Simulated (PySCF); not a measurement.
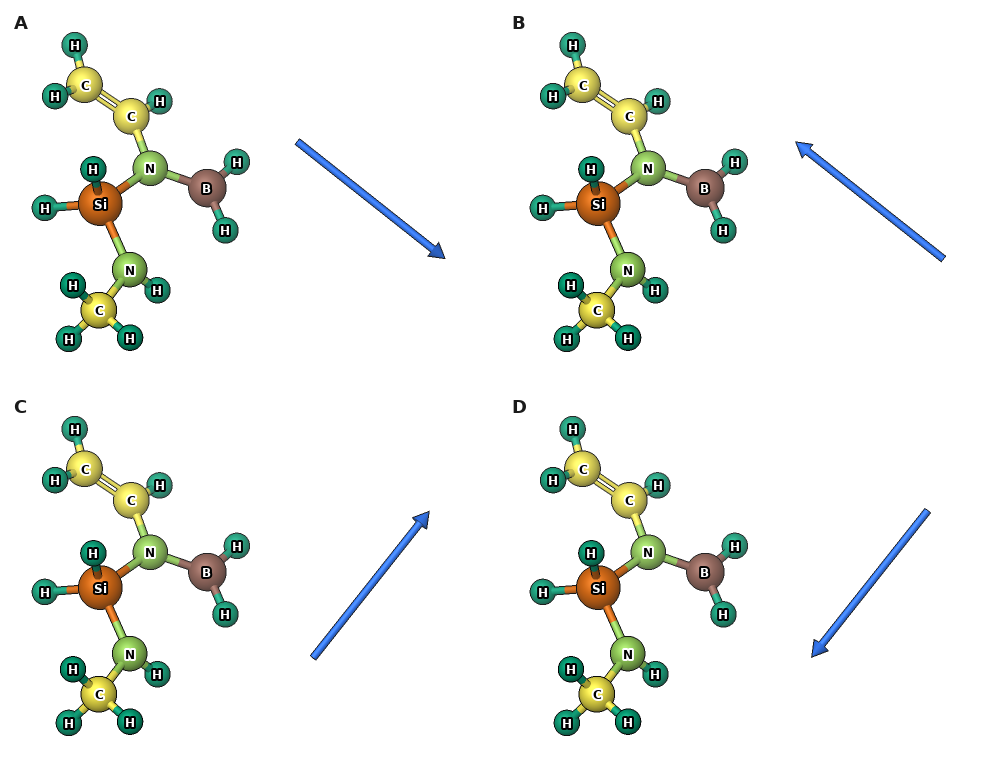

The same molecule four times, each with an arrow. Computed geometry: GFN2-xTB optimisation. No frequency run is at hand to confirm it as a minimum. Method: PBE0/pcSseg-1, gas phase (PySCF 2.14.0).

> Which arrow points along the dipole moment, from the negative to the positive end?

D. The dipole moment is 1.34 D.

The geometry is semi-empirical. Around B, Si such bond lengths and angles can be off by a tenth of an ångström or more and by several degrees, and values that hang on the shape move with them.
